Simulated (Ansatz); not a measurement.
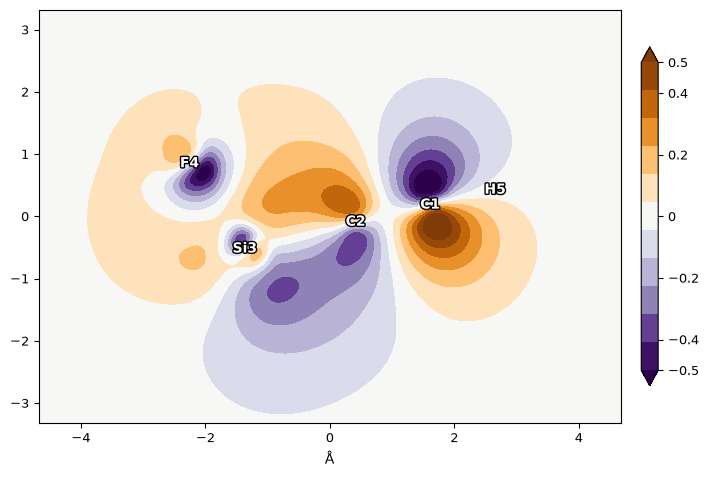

C2H3FSi. The LUMO on the plane of atoms C2, Si3 and F4 (values in Å⁻³ᐟ²; the overall sign is arbitrary).

All numbers below come from Ansatz, RKS revPBE-D4/6-31G*.

The calculation's input:

```
crystal:
  periodic: [false, false, false]
  atoms:
    - { symbol: C, position_ang: [-0.3025, -1.9102, -0.6405] }
    - { symbol: C, position_ang: [-0.1409, -0.7564, -0.2513] }
    - { symbol: Si, position_ang: [0.1611, 0.9805, 0.3586] }
    - { symbol: F, position_ang: [-0.3874, 2.0362, -0.6549] }
    - { symbol: H, position_ang: [-0.5409, -2.8573, -1.0304] }
    - { symbol: H, position_ang: [-0.4087, 1.1969, 1.7136] }
    - { symbol: H, position_ang: [1.6804, 1.2422, 0.4591] }
basis:
  gaussian: { orbitals: "6-31G*" }
hamiltonian:
  xc: revpbe
  dispersion: d4
relax:
  f_tol: 0.02
  max_steps: 50
output:
  orbitals: {}
```

Command:

```sh
ansatz run input.yaml --threads 1 --pin off --max-ram 2048MiB --backend cpu --events-out ev --progress --plain --runs-dir out
```

The fields are those of the relaxed geometry.

**Describe this orbital and give its energy.**

Its weight (Hirshfeld) is mainly on Si3 (about 35 %), C1 (about 30 %), C2 (about 20 %) and F4 (about 5 %). Its energy is −1.41 eV.
